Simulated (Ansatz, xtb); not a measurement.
## AlH2ClO (SMILES [OH][AlH][Cl]): methods side by side

AlH2ClO has 5 atoms, charge 0, and is taken as a singlet. As SMILES, `[OH][AlH][Cl]`. The coordinates come from a PBE0-D4/def2-TZVP relaxation. This is one conformer, not always the lowest.

Quantity: the vertical ionisation energy (to the doublet cation), in eV. The values are calculated.

| level | kind | program | value (eV) | less FCI/STO-3G | CPU time (all runs) |
| --- | --- | --- | --- | --- | --- |
| GFN2-xTB | semi-empirical | xtb | 15.04 | +7.58 | under 2 s |
| PBE/STO-3G | GGA | Ansatz | 8.01 | +0.55 | 2.6 s |
| r2SCAN/STO-3G | meta-GGA | Ansatz | 8.22 | +0.76 | 14 s |
| PBE0/STO-3G | global hybrid | Ansatz | 8.40 | +0.94 | 2 s |
| wB97M-V/STO-3G | range-separated hybrid | Ansatz | 8.65 | +1.19 | 20 s |
| B2PLYP/STO-3G | double hybrid | Ansatz | 8.25 | +0.79 | 2.8 s |
| MP2/STO-3G | perturbation theory | Ansatz | 7.47 | +0.01 | 0.35 s |
| CCSD/STO-3G | coupled cluster or CI | Ansatz | 7.44 | -0.02 | 0.45 s |
| CCSDTQ/STO-3G | coupled cluster or CI | Ansatz | 7.46 | 0.00 | 61 s |
| FCI/STO-3G | exact in the basis | Ansatz | 7.46 | 0.00 | 51 s |

FCI/STO-3G is exact within its basis and frozen core, so for wave-function methods in that basis the difference is their error; functionals converge differently with the basis, so for them it is only a difference. The values span 7.44 to 15.04 eV. The xTB values lack the empirical shift that such differences need. All rows use very small basis sets, so even the best lies far from the true value. Times are those of the runs behind each value, whatever else they computed, on shared processors of several kinds: orders of magnitude only.

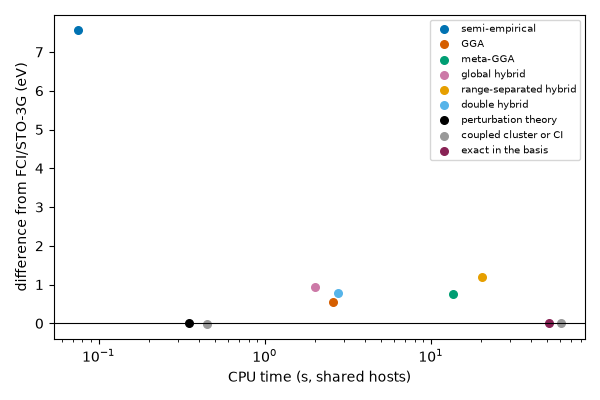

Difference from FCI/STO-3G against processor time, one point a level.
